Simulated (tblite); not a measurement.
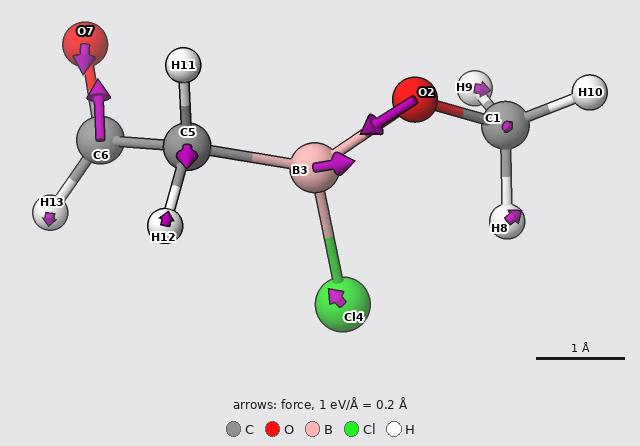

Starting geometry of C₃H₆BClO₂ with the computed forces as purple arrows. Style: ball-and-stick. Shown at a tilt.

Level of theory: tblite 0.8.0, GFN2-xTB geometry optimisation, gas phase. 

What follows when this structure is relaxed?

Answer. It isn't relaxed: the largest force vector, on O2, is 4.12 eV/Å. The final displacements follow the starting forces only in part (cosine between the two patterns 0.32). H9 moves most after the best rigid fit: 0.65 Å. Largest moves by element: H 0.65 Å, O 0.55 Å, Cl 0.38 Å, B 0.20 Å, C 0.10 Å. Some distances before and after: O2–B3 1.472 → 1.315 Å, B3–Cl4 1.836 → 1.755 Å, C6–O7 1.235 → 1.198 Å, C5–H12 1.124 → 1.090 Å. Among the angles between lasting bonds that change: C1–O2–B3 104.7° → 128.1°, C5–C6–H13 124.3° → 113.5°, C5–C6–O7 117.6° → 125.3°. Groups turn about C1–O2 by about 50°, C5–C6 by about 20°. Over 97 geometry steps the energy falls by 119.9 kJ/mol. The run took 1.5 s on 1 thread of Intel(R) Xeon(R) Processor @ 2.50GHz, on a shared host.
